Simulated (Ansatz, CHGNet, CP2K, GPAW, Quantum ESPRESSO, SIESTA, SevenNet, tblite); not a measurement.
## Atom list for Random cubic perovskite-type alloy of BaTiO3 and PbTiO3 (40 atoms)

The starting structure: Cubic perovskite-type BaTiO3, 2 x 2 x 2 conventional cells, 4 of 8 Ba sites given to Pb at random (x = 0.500), lattice by Vegard's rule (cell 3.985, 3.985, 3.985, 90, 90, 90); not relaxed, displaced by a Gaussian of 0.02 Å. Then every atom was moved at random, 0.03 Å r.m.s. a Cartesian component.

This is the built cell with every atom moved at random. Method: Kohn-Sham DFT, PBE, SSSP efficiency 1.3.0 pseudopotentials, plane waves; sssp-1.3.0-efficiency; 60/480 Ry; levels smeared at 580 K (Quantum ESPRESSO 7.5); Γ point.

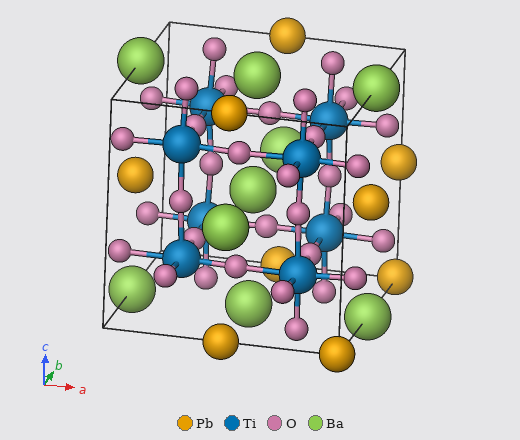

The structure (lead orange, titanium blue, oxygen pink, barium green). Some periodic images of atoms are drawn too.

Extended XYZ; positions in Å, forces in eV/Å:

```xyz
40
Lattice="7.970 0.000 0.000 0.000 7.970 0.000 0.000 0.000 7.970" Properties=species:S:1:pos:R:3:forces:R:3 pbc="T T T"
Pb 7.925 7.953 0.044 0.073 -0.202 -0.106
Ti 2.097 1.992 1.998 -0.192 -1.765 -0.034
O 2.041 2.022 7.907 -0.565 -0.134 0.666
O 0.017 1.936 2.038 -1.178 0.530 -0.067
O 2.028 0.043 2.047 -0.256 -0.177 -0.246
Pb 7.914 7.904 4.056 0.448 0.569 -0.239
Ti 1.958 1.984 5.974 0.893 -0.230 0.003
O 2.018 1.925 4.009 -0.323 0.486 -0.601
O 7.941 1.950 5.931 -0.312 -0.068 0.037
O 2.013 7.884 5.978 -0.455 -0.176 -0.075
Ba 0.004 4.003 7.967 -0.129 -0.220 -0.024
Ti 1.965 5.934 1.967 -0.395 0.355 -0.098
O 2.007 5.991 7.937 0.339 -0.238 1.101
O 7.940 5.974 1.973 0.650 0.130 0.120
O 2.022 4.010 1.999 -0.480 0.204 0.080
Pb 7.938 4.001 3.978 0.264 -0.554 0.043
Ti 1.896 5.945 5.941 -0.065 1.247 -0.362
O 2.062 5.910 3.975 -0.222 0.172 -0.324
O 7.931 5.960 5.993 0.768 -0.245 -0.168
O 1.912 3.947 5.942 0.065 0.122 0.035
Pb 3.995 7.936 0.013 -0.230 -0.312 -0.439
Ti 6.058 1.928 1.928 1.928 -1.124 -0.184
O 6.052 2.018 0.009 -0.530 0.060 0.679
O 3.948 1.975 1.949 0.113 0.249 0.214
O 6.013 7.957 1.982 -0.486 0.772 0.003
Ba 4.004 0.006 3.984 -0.390 -0.129 0.261
Ti 6.021 1.969 5.966 0.272 -0.443 -1.178
O 5.976 1.975 4.038 -0.256 0.348 -0.152
O 3.918 1.938 5.922 0.479 -0.073 0.309
O 6.060 7.933 6.051 -0.370 0.578 0.152
Ba 3.952 3.970 7.944 0.356 0.228 -0.336
Ti 5.972 5.903 2.043 -0.370 -0.756 -1.278
O 6.013 5.966 7.941 0.130 0.419 0.743
O 3.995 5.947 2.017 0.420 0.407 -0.216
O 5.955 3.962 1.939 -0.093 0.626 0.545
Ba 3.953 3.977 3.954 0.165 -0.272 0.558
Ti 5.968 5.945 5.930 -1.428 -0.190 0.931
O 6.039 6.024 4.000 0.156 0.035 -0.489
O 3.962 5.967 5.951 0.964 -0.128 0.136
O 5.931 3.976 6.026 0.240 -0.101 -0.004
```

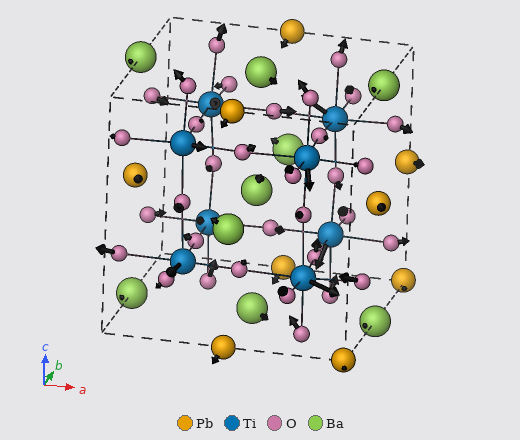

The forces as arrows, the longest 2.24 eV/Å. Some periodic images of atoms are drawn too.

Only the Γ point is sampled, in a cell whose shortest periodic width is 8 Å.

The r.m.s. force component is 0.523 eV/Å; the longest force, 2.24 eV/Å, acts on Ti22.

[Logs are printed without paths, hosts, clocks, repeated set-up lines and the standing remarks that a program may print on its own settings, such as how far it seeks lower states.]

[Hosts, paths, dates, database ids (printed as entryN), source tags and the programs' standing remarks are cut or masked in the printed files.]
